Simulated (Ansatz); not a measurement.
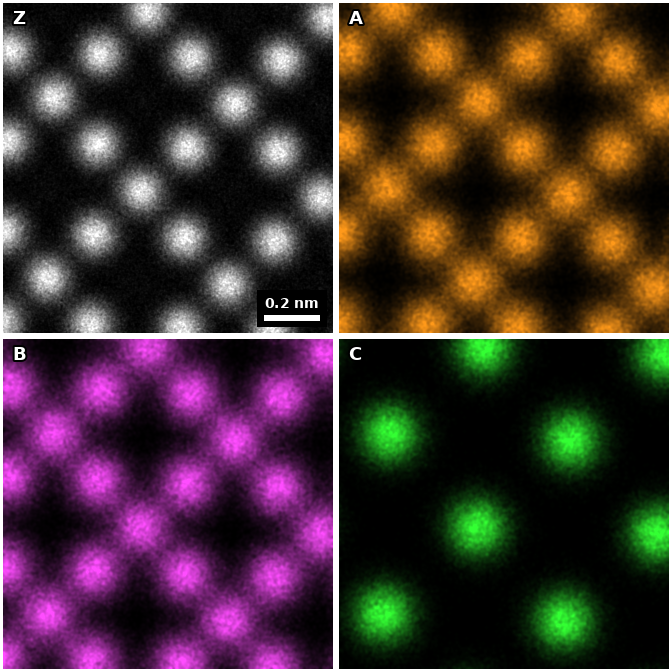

Hf3OF3 (Pm-3m, No. 221) along [001]. Panel Z: The image is simulated as a sum over atoms of Z^1.7, blurred by a 1.22 Å probe (no channelling). Shot noise was added. The other panels are simulated element maps (the number of atoms of one element along the beam, blurred by 1.6 Å, with counting noise; each on its own scale, no channelling). Structure: the geometry relaxed with Ansatz, DFT PBE, scalar-relativistic, plane waves, PAW; the starting structure was generated, so it need not be a known form of this composition.

```
CELL_PARAMETERS angstrom
4.64562 0.00000 0.00000
0.00000 4.64562 0.00000
0.00000 0.00000 4.64562
ATOMIC_POSITIONS crystal
Hf 0.50000 0.00000 0.00000
Hf 0.00000 0.50000 0.00000
Hf 0.00000 0.00000 0.50000
O 0.00000 0.00000 0.00000
F 0.00000 0.50000 0.50000
F 0.50000 0.00000 0.50000
F 0.50000 0.50000 0.00000
```

### Which element does each lettered map show?

A: F, B: Hf, C: O. The projected cell (4.65 × 4.65 Å, 90°) holds 4 columns: 2 of Hf + F, 1 of Hf + O and 1 of F. Columns shared by several elements: Hf + F and Hf + O.
